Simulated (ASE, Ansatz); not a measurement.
# Electronic structure of the unslipped end of a generalised stacking fault on (110) of a LiCl-LiBr solid solution (56 atoms)

Wanted: forces, charges and levels of the unslipped end of a generalised stacking fault on (110) of a LiCl-LiBr solid solution (56 atoms).

Program: Ansatz 0.2.0. Level of theory: Kohn-Sham DFT, PBE, PAW (set soft_2), plane waves. Results are calculated unless marked as measured.

## (1) Starting point

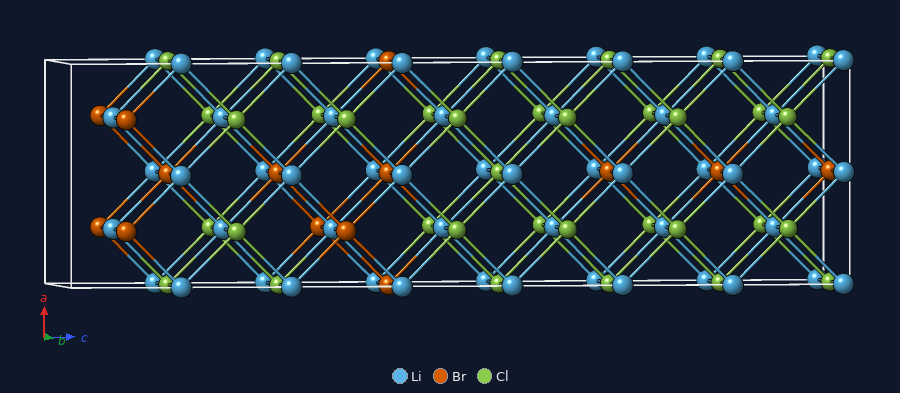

Start, viewed from the side, with the c axis across the page; lithium blue, bromine orange, chlorine green. Some periodic images of atoms are drawn too.

The cell holds 56 atoms: 28 Li, 10 Br and 18 Cl. Its edges and angles: a = 7.448 Å, b = 5.266 Å, c = 26.267 Å, α = 90.0°, β = 90.0°, γ = 90.0°. It derives from LiCl and LiBr. Rock-salt LiCl lattice (a = 5.2663 Å, the value set for the mixture), cell with z along [110], 2 x 1 x 7 periods; the third cell vector is tilted by 0.000 of 1/2[1-10] and lengthened by 0.2 Å, so the stacking has no slip; displaced by a Gaussian of 0.01 Å; 10 of 28 Cl sites given to Br at random (lattice constant by Vegard's rule between LiCl and LiBr).

What the set-up can't give: The cell is under 6 Å thick along one periodic direction, so every atom has periodic images of itself close by, which move with it and show among its neighbours and in g(r). The host structure and its lattice constant were typed by rule, without a check against the phase diagram.

## (2) Plane-wave single point

The electrons are solved once, with the atoms held.

The input, input.yaml:

```yaml
crystal:
  lattice:
    - [7.44767, 0.0, 0.0]
    - [0.0, 5.2663, 0.0]
    - [0.0, 0.0, 26.26686]
  atoms:
    - { symbol: Li, position: [0.00179, 0.00218, 0.992] }
    - { symbol: Br, position: [0.74986, 0.0014, 0.07085] }
    - { symbol: Li, position: [0.00037, 0.99891, 0.14148] }
    - { symbol: Cl, position: [0.74883, 0.00223, 0.21221] }
    - { symbol: Li, position: [0.00089, 0.00101, 0.28303] }
    - { symbol: Cl, position: [0.74914, 0.00063, 0.35393] }
    - { symbol: Li, position: [0.99862, 0.00064, 0.42515] }
    - { symbol: Cl, position: [0.75002, 0.00185, 0.49638] }
    - { symbol: Li, position: [0.00199, 0.00041, 0.56668] }
    - { symbol: Cl, position: [0.75108, 0.00094, 0.63754] }
    - { symbol: Li, position: [0.00132, 0.00077, 0.70841] }
    - { symbol: Cl, position: [0.75018, 0.99799, 0.77951] }
    - { symbol: Li, position: [0.99932, 0.9998, 0.85007] }
    - { symbol: Cl, position: [0.74979, 0.00101, 0.92026] }
    - { symbol: Li, position: [0.50176, 0.00418, 0.99257] }
    - { symbol: Br, position: [0.2509, 0.00428, 0.07067] }
    - { symbol: Li, position: [0.49881, 0.00107, 0.14098] }
    - { symbol: Cl, position: [0.24836, 0.00244, 0.2126] }
    - { symbol: Li, position: [0.4992, 0.00086, 0.28323] }
    - { symbol: Br, position: [0.24881, 0.99656, 0.35332] }
    - { symbol: Li, position: [0.49867, 0.00205, 0.42486] }
    - { symbol: Cl, position: [0.25159, 0.99816, 0.49573] }
    - { symbol: Li, position: [0.50034, 0.00032, 0.5666] }
    - { symbol: Cl, position: [0.2522, 0.00087, 0.63782] }
    - { symbol: Li, position: [0.50129, 0.99943, 0.70851] }
    - { symbol: Cl, position: [0.25001, 0.99911, 0.77891] }
    - { symbol: Li, position: [0.49581, 0.99848, 0.84995] }
    - { symbol: Cl, position: [0.24978, 0.99613, 0.92143] }
    - { symbol: Li, position: [0.25286, 0.5052, 0.07052] }
    - { symbol: Cl, position: [0.00283, 0.4995, 0.14101] }
    - { symbol: Li, position: [0.25043, 0.5011, 0.2122] }
    - { symbol: Cl, position: [6.0e-05, 0.50118, 0.28328] }
    - { symbol: Li, position: [0.24866, 0.49792, 0.35374] }
    - { symbol: Br, position: [0.99727, 0.49807, 0.42484] }
    - { symbol: Li, position: [0.25183, 0.49838, 0.49532] }
    - { symbol: Cl, position: [0.99965, 0.49676, 0.56652] }
    - { symbol: Li, position: [0.25331, 0.49957, 0.63784] }
    - { symbol: Cl, position: [0.99857, 0.50368, 0.70815] }
    - { symbol: Li, position: [0.25009, 0.50033, 0.77933] }
    - { symbol: Cl, position: [0.00098, 0.49983, 0.85063] }
    - { symbol: Li, position: [0.2484, 0.50126, 0.92124] }
    - { symbol: Cl, position: [0.00152, 0.50093, 0.99157] }
    - { symbol: Li, position: [0.75115, 0.50282, 0.07082] }
    - { symbol: Br, position: [0.49923, 0.50002, 0.14193] }
    - { symbol: Li, position: [0.74991, 0.49862, 0.21185] }
    - { symbol: Br, position: [0.50017, 0.50284, 0.28276] }
    - { symbol: Li, position: [0.7512, 0.49897, 0.3542] }
    - { symbol: Br, position: [0.49813, 0.50279, 0.42484] }
    - { symbol: Li, position: [0.75075, 0.49823, 0.49621] }
    - { symbol: Cl, position: [0.49881, 0.49874, 0.56729] }
    - { symbol: Li, position: [0.75, 0.49871, 0.6377] }
    - { symbol: Br, position: [0.49983, 0.49958, 0.70849] }
    - { symbol: Li, position: [0.74988, 0.50001, 0.77954] }
    - { symbol: Br, position: [0.49773, 0.50152, 0.85002] }
    - { symbol: Li, position: [0.74891, 0.49745, 0.92088] }
    - { symbol: Br, position: [0.49916, 0.50399, 0.99235] }
kpoints:
  mp_grid: { grid: [2, 3, 1] }
hamiltonian:
  xc: pbe
scf:
  occupations: { method: gaussian, width: 0.025 }
output:
  forces: true
  stress: true
  populations: true
  dos:
    method: { smearing: { sigma: 0.08 } }
    de: 0.1
    projected: { site_lists: { Br: [Br], Cl: [Cl], Li: [Li] } }
  eigenvalues: true
  write_density: true
  write_potential: true
  volumetric_format: npy
```

The run is started by

```sh
$ ansatz run input.yaml --threads 8 --pin off --max-ram 15872MiB --backend cpu --events-out ev --progress --plain --runs-dir out
```

Numbers of over 12 decimals in the logs are rounded to 6 here.

Output:

```text
Engine: ansatz 0.2.0, aarch64-unknown-linux-gnu
Pseudopotentials: kind: paw
Pseudopotential: Li, paw, valence charge 3, recommended cutoff 420 eV (normal), Li.paw.azcp
Pseudopotential: Br, paw, valence charge 7, recommended cutoff 420 eV (normal), Br.paw.azcp
Pseudopotential: Cl, paw, valence charge 7, recommended cutoff 420 eV (normal), Cl.paw.azcp
[... 5 lines on functional and potentials left out ...]
Crystal: 56 atoms, lattice volume = 1030.230 Å³
Basis set: ecut = 420 eV, 20163 PW (Γ), exchange–correlation on 100×72×360 points (8 copies of the dense FFT grid, shifted against one another)
Bands: 196, of which v1, the nominal top of the filled ones, is band 140 counted from 1 (139 counted from 0)
Symmetry: 1 space group operations
Space group: P1 (ITA 1), of the structure as read, at distance tolerance 1.0e-4 Å
k-points: 4 of 6 (time reversal used)
[... 7 lines on functional and potentials left out ...]
Initial density: superposition of atomic densities (neutral atoms: chi_scale 0, normalization atom), corrected by the library's trained network
Initial wavefunctions: pseudopotential atomic-orbital guess
Functional: x = pbe(κ = 0.804, μ = 0.219515), c = pbe(β = 0.066725)
SCF iter   1: F=—  HF=-53089.728633 eV  |F-HF|=—  |Δ(HF+E_count)|=         —  Δρ=2.95e-4  dr2=2.31e-3  ethr=1.77e-3  ⟨swp⟩=8.5  Hψ=3694  notcnv=0  defer=124
preconditioner: auto → Resta (q_TF=auto, 2.196 Å⁻¹)  ε∞=2.9  [insulator: Δε(μ)=5.398 eV  Ē_g=12.503 eV  σ=0.025 eV  W_gap=1.00  n_scr=184 (ndim 8)  ℏωp=17.3 eV  f_vac=0.000  D(μ)=0.00/eV (n_scr^D=0)  ε∞_Penn≈2.9]
SCF iter   2: F=—  HF=-53089.726459 eV  |F-HF|=—  |Δ(HF+E_count)|=   2.17e-3  Δρ=2.12e-4  dr2=1.28e-3  ethr=8.24e-7  ⟨swp⟩=3.5  Hψ=1816  notcnv=0  defer=161
SCF iter   3: F=—  HF=-53089.725910 eV  |F-HF|=—  |Δ(HF+E_count)|=   5.49e-4  Δρ=1.34e-4  dr2=2.67e-4  ethr=4.55e-7  ⟨swp⟩=2.0  Hψ=1037  notcnv=0  defer=161
SCF iter   4: F=—  HF=-53089.725851 eV  |F-HF|=—  |Δ(HF+E_count)|=   5.93e-5  Δρ=6.02e-5  dr2=7.06e-5  ethr=9.54e-8  ⟨swp⟩=2.8  Hψ=1008  notcnv=0  defer=161
SCF iter   5: F=—  HF=-53089.725226 eV  |F-HF|=—  |Δ(HF+E_count)|=   6.25e-4  Δρ=1.93e-5  dr2=4.97e-6  ethr=2.52e-8  ⟨swp⟩=2.0  Hψ=1246  notcnv=0  defer=169
SCF iter   6: F=—  HF=-53089.725225 eV  |F-HF|=—  |Δ(HF+E_count)|=   5.05e-7  Δρ=3.79e-6  dr2=2.38e-7  ethr=1.78e-9  ⟨swp⟩=2.0  Hψ=1076  notcnv=0  defer=188
SCF iter   7: F=-53089.725225 eV  HF=-53089.725225 eV  |F-HF|=1.17e-8  |Δ(HF+E_count)|=   4.64e-9  Δρ=1.76e-6  dr2=3.14e-8  ethr=3.57e-11  ⟨swp⟩=27.0  Hψ=8158  notcnv=0
SCF 1 converged in 7 iterations: F = -53089.725225 eV  dr2 = 3.14e-8
  greatest PAW one-centre occupation: 1.000 electrons in one spin orbital (limit 2), on the Li atom at site 28 (counted from 0), in its partial waves of l = 0
SCF converged after 7 iterations
Free energy (F): -53089.725225 eV
Harris-Foulkes:  -53089.725225 eV  (|F-HF|=1.17e-8)
Internal energy: -53089.725225 eV  (E = F + TS)
E sigma→0 (E₀):  -53089.725225 eV
Fermi energy:    4.796819 eV
--- Per-component energies (eV) ---
  E_band       = -2893.271129
  E_kinetic    = 4862.729813
  E_local      = -9105.512979  (includes V_loc(G=0)·N_el)
  E_nonlocal   = 286.854533
  E_hartree    = 2564.377455
  E_xc         = -4895.812322
  E_vxc        = -3647.932874  (∫ρ·V_xc dr)
  E_paw        = -34923.254412  (= ΣΔE_a)
  E_vpaw       = -418.173503  (= ΣTr[D̂ρ^β])
  E_aug_tail   = 0.002014  (compensation charges beyond the density's cutoff)
  E_ewald      = -11879.109327
  E_smearing   = -0.000000  (= −TS)
  E_closure    = 0.000000  (closes the sum)
  Σ components = -53089.725225   (vs F -53089.725225, Δ=0.00e0)
--- Forces (eV/Å), atoms counted from 1 ---
  atom   1  Li    -0.00396564    -0.00391000    -0.14389874
  atom   2  Br     0.09182321     0.00279620    -0.28072156
  atom   3  Li     0.00389275     0.00792466     0.22020980
  atom   4  Cl     0.08317864    -0.01459288     0.02142958
  atom   5  Li    -0.14643795    -0.00045323    -0.14148747
  atom   6  Cl     0.02494522     0.00775063    -0.00971846
  atom   7  Li    -0.11909670    -0.01883809     0.11296068
  atom   8  Cl    -0.00398312    -0.02836388     0.02744104
  atom   9  Li    -0.01304773     0.00018524     0.01527425
  atom  10  Cl     0.02706101    -0.01293611    -0.02270734
  atom  11  Li    -0.01280615    -0.00487595    -0.01025875
  atom  12  Cl     0.05828069     0.03282943    -0.00615424
  atom  13  Li    -0.00739683    -0.00194654     0.00425580
  atom  14  Cl     0.04937675     0.01032817     0.10128289
[...]
atom  55  Li     0.25746742     0.00756905     0.03802461
  atom  56  Br     0.04420011    -0.03551979     0.19337703
  max |Σ_I F_I| component: 1.62e-4 eV/Å
--- Stress (GPa, compression-positive) ---
        0.447733      -0.003546       0.003916
       -0.003546       0.275854       0.000949
        0.003916       0.000949       0.067129
  P = ⅓ Tr σ = 0.2636 GPa (2.636 kbar)
--- Band table (eV) ---
  k-point 0: bands = ["-42.2319", "-42.2185", "-42.2085", "-42.1901", [... 180 levels ...], "11.0999", "11.1422", "11.2609", "11.2902", "11.2959", "11.3685", "11.3821", "11.3915", "11.4128", "11.4437", "11.4692", "11.4773"]
[...]
--- Löwdin populations: 56 sites ---
  site symbol       q [e]
     0     Li      2.3305
     1     Br      7.5490
     2     Li      2.3397
[...]
55     Br      7.5479
  spilling = 0.006197 (of n_electrons = 280.000000)
```

Wall time 25 s (8 threads of Arm Neoverse V2, shared host); peak memory 3 GiB; 3.1 min of CPU time.

In the SCF lines HF is the Harris–Foulkes energy and dr2 the Hartree energy of the density residual, in eV; the loop may stop once dr2 is under the threshold and the program's other checks hold. Hψ counts applications of the Hamiltonian.

The run gave:

| Quantity | Value |
| --- | --- |
| free energy | -53089.7252 eV |
| free energy per atom | -948.0308 eV/atom |
| SCF cycles | 7 |
| pressure | 0.2636 GPa |
| r.m.s. force component | 0.09155 eV/Å |
| longest force | 0.2954 eV/Å |
| Fermi energy | 4.797 eV |
| gap (highest filled to lowest empty level) | 5.426 eV |
| spilling of the projection | 0.006197 |

Length of the force by element:

```
element  coordination  atoms  mean length of the force (eV/Å)  spread   least   most
     Br           all     10                            0.128  0.0926  0.0245  0.295
     Cl           all     18                           0.0681  0.0248  0.0279  0.117
     Li           all     28                            0.173  0.0889  0.0088  0.279
```

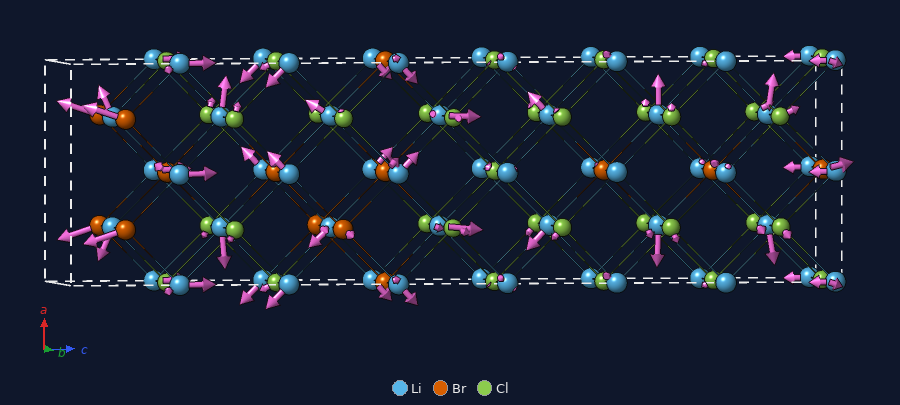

Forces as arrows; the longest in the cell is 0.295 eV/Å. Some periodic images of atoms are drawn too.

Löwdin charges by element (they lack the spilled electrons, 0.031 e an atom on average):

```
element  coordination  atoms  mean charge (e)  spread   least    most
     Br           all     10           -0.545  0.0026  -0.549  -0.542
     Cl           all     18           -0.629  0.0015  -0.632  -0.626
     Li           all     28            0.661  0.0148   0.628   0.686
```

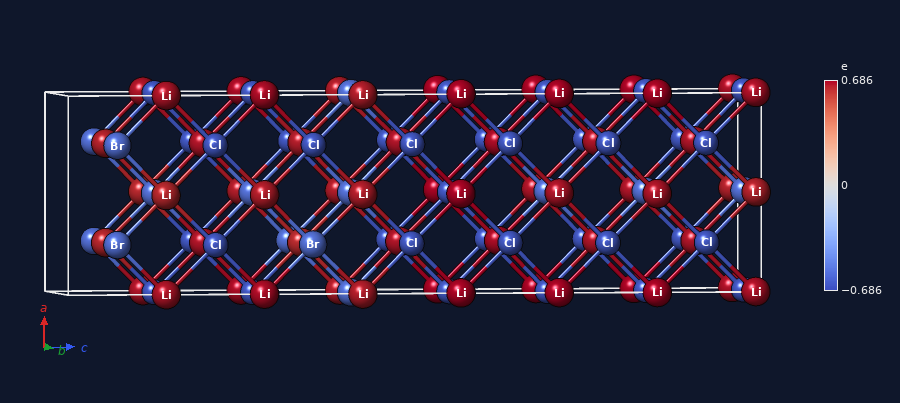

Atoms coloured by Löwdin charge. Some periodic images of atoms are drawn too.

Charge against the make-up of the first shell:

```
Br neighbours of Li  atoms  mean charge (e)
                  0      4            0.686
                  1      3            0.674
                  2     12            0.663
                  3      4             0.65
                  4      4            0.641
                  5      1            0.628
```

Density of states as counts of states in windows of 1 eV (from the Fermi level), total and the larger projections:

```
from (eV)  to (eV)  total  Cl p  Br p  Li s
      -14       -7    0.0   0.0   0.0   0.0
       -7       -6    0.1   0.0   0.0   0.0
       -6       -5   45.3  26.2  14.8   3.6
       -5       -4   52.9  36.2  14.1   1.4
       -4       -3   67.2  40.2  26.1   0.2
       -3       -2    2.6   0.6   2.0   0.0
       -2        2    0.0   0.0   0.0   0.0
        2        3    0.3   0.0   0.0   0.2
        3        4   10.8   0.4   0.2   3.9
        4        5   38.1   0.9   0.5  14.2
```

The curve was stored every 0.100 eV, coarse against its broadening of 0.08 eV, so these counts are rough.

Between -26 and -14 eV lie 56 more states.

About 56 of the 280 electrons lie in deeper levels, below the stored range.

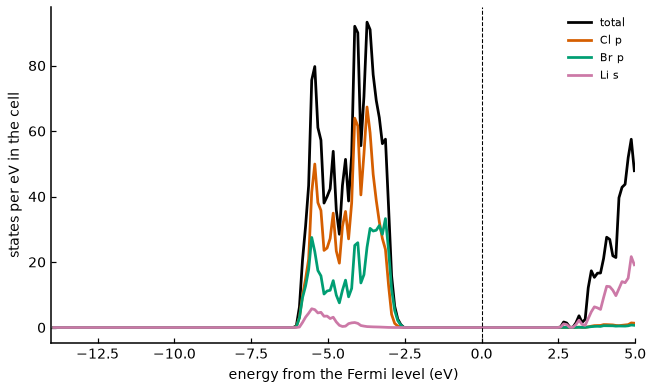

Total and projected density of states, with the broadening of the input.

The levels nearest the highest filled one (over half full), pooled over k-points and spins:

```
level less the highest filled one (eV)  occupation
                                -0.284           2
                                -0.231           2
                                -0.189           2
                                -0.178           2
                                -0.132           2
                                     0           2
                                  5.43           0
                                  5.85           0
                                  5.92           0
                                  6.17           0
                                  6.21           0
                                  6.25           0
```

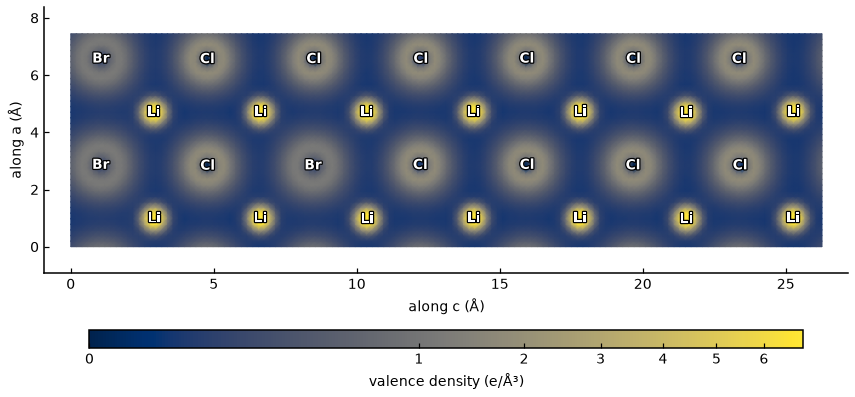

Valence density in the ca plane at fractional y = 0.000, with atoms of Li and Br and Cl within 0.2 Å of it. It is the smooth field of the valence electrons, not physical close to the nuclei. The map starts off the cell's origin, so that atoms lie inside it. The colour scale is stretched toward low values.

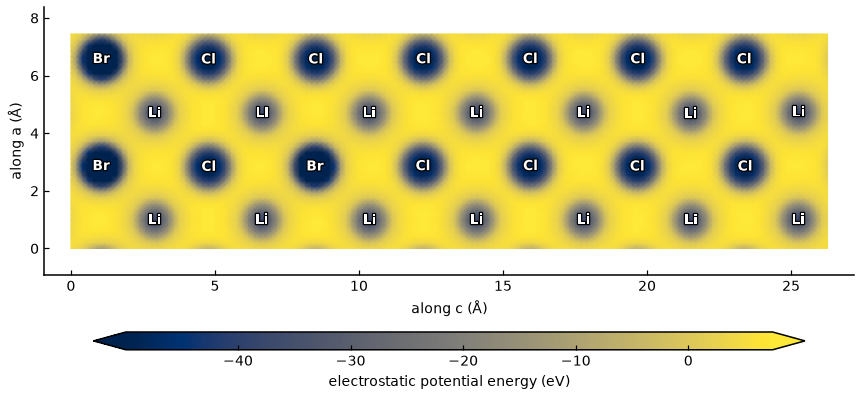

Electrostatic potential energy in the ca plane at fractional y = 0.000, with atoms of Li and Br and Cl within 0.2 Å of it. With pseudopotentials it is smooth inside the atoms' cores, unlike the true potential. The map starts off the cell's origin, so that atoms lie inside it.

Mean Löwdin charges: Br -0.55, Cl -0.63, Li +0.66 e (they miss 0.62 % of the electrons, so they add up to more than the cell's charge). The charge on Li changes by -0.011 e for each Br neighbour that takes the place of another kind, on average.

(Part 1 of 2 ends here.)

[Logs are printed without paths, hosts, clocks, repeated set-up lines and the standing remarks that a program may print on its own settings, such as how far it seeks lower states.]

[Hosts, paths, dates, database ids (printed as entryN), source tags and the programs' standing remarks are cut or masked in the printed files.]
